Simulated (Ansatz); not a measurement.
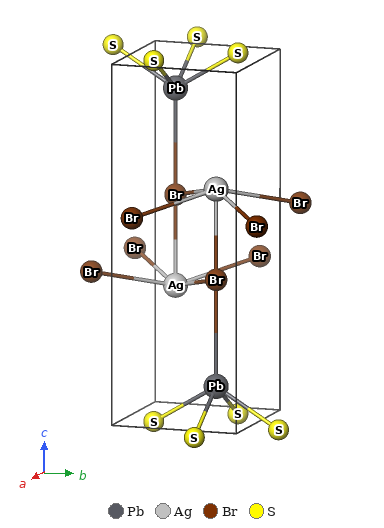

The crystal in a ball-and-stick representation, seen slightly off an axis. Lines trace the edges of the simulation cell. Some atoms of the next cells are drawn as well.

```yaml
crystal:
  lattice:
    - [4.13738, 0.00000, 0.00000]
    - [0.00000, 4.13738, 0.00000]
    - [0.00000, 0.00000, 11.50484]
  atoms:
    - { symbol: Pb, position: [0.25000, 0.25000, 0.89120] }
    - { symbol: Pb, position: [0.75000, 0.75000, 0.10880] }
    - { symbol: Ag, position: [0.25000, 0.25000, 0.34470] }
    - { symbol: Ag, position: [0.75000, 0.75000, 0.65530] }
    - { symbol: Br, position: [0.25000, 0.25000, 0.59600] }
    - { symbol: Br, position: [0.75000, 0.75000, 0.40400] }
    - { symbol: S, position: [0.75000, 0.25000, 0.00000] }
    - { symbol: S, position: [0.25000, 0.75000, 0.00000] }
```

The numbers come from DFT, PAW plane waves, PBE in Ansatz 0.2.0, using a plane-wave cutoff of 420 eV, Brillouin-zone sampling on an 8×8×3 mesh, Fermi-Dirac smearing of 0.051 eV, no spin polarisation. The pressure of the cell is 21 GPa.

What charge does Bader's analysis assign to each element?

Ag +0.45 e; Pb +0.87 e; S -0.83 e; Br -0.49 e.

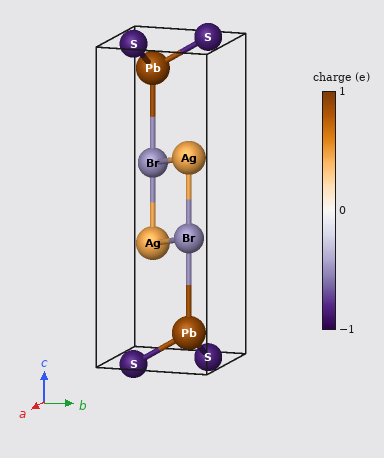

The atoms coloured by those charges.

Provenance: a generated cell, made by putting these elements into a known structure type (the compound may or may not exist in this form); not relaxed. It went into a calculation with Ansatz.

At this level of theory the cell isn't at rest (compressed, at 21 GPa and forces up to 6.0 eV/Å), so its distances can differ from those at equilibrium, the more so the softer the solid.
